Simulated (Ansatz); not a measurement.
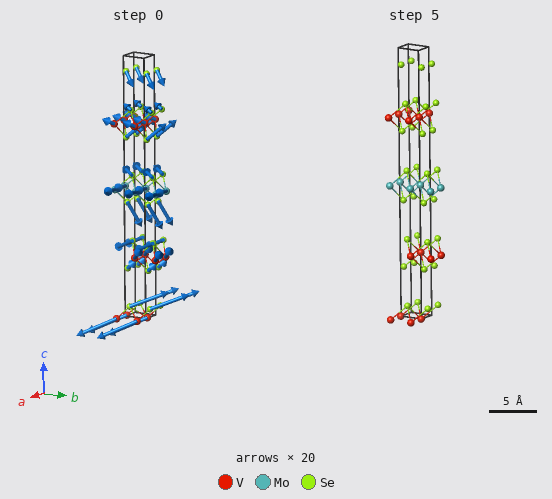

The structure of solid V3MoSe8 (a generated structure, set up in P1) (coarse preliminary run) before (left) and after (right) a relaxation, at one scale. The blue arrows give the displacements (the part carried along by the change of the cell is left out), magnified 20 times.

The picture is a ball-and-stick view of the cell of the calculation, reduced to other axes, repeated 2 × 2 × 1 with one cell outlined, seen slightly off an axis. Lengths and directions refer to the drawn axes.

Computed with Ansatz, DFT PBE, scalar-relativistic, plane waves, PAW. Set-up: plane-wave cutoff 420 eV; k-point mesh 6 × 6 × 1; occupations gaussian; smearing width 0.2 eV; collinear spin; cell and atoms relaxed; force threshold 0.025 eV/Å; at most 60 steps.

Summarise the run.

The largest move relative to the cell is that of a V atom, 0.24 Å in a general direction near [2 −3 0]. By element the largest moves are V 0.24 Å, Se 0.22 Å, Mo 0.19 Å. The volume changes by +2.4 %, with a 3.319 → 3.324 Å (+0.2 %), b 3.338 → 3.325 Å (−0.4 %), c 28.080 → 28.927 Å (+3.0 %), α 88.9° → 89.9°, β 88.9° → 89.6°, γ 60.3° → 60.0°. Among the contacts that change: Se–V 2.067 → 2.489 Å, Mo–Se 2.254 → 2.566 Å, Mo–Se 2.297 → 2.567 Å, Se–V 2.741 → 2.489 Å. Among the angles between lasting bonds that change: Se–V–Se 163.0° → 180.0°, Se–V–Se 164.7° → 180.0°, Se–V–Se 82.3° → 96.2°. The space group stays P1 (No. 1). Over 4 accepted moves (5 points after the start) the energy falls by 182 meV per atom. Largest force component: 4.5 eV/Å at the start, 0.022 eV/Å at the end. The pressure goes from 7.97 to −0.04 GPa. At 1 point the geometry stayed and the basis and grid were re-selected for the new cell (energy shift of 0.1 meV per atom at most each time).

Limits of the set-up: layers or molecules are held without a dispersion correction, so their spacing is unreliable.
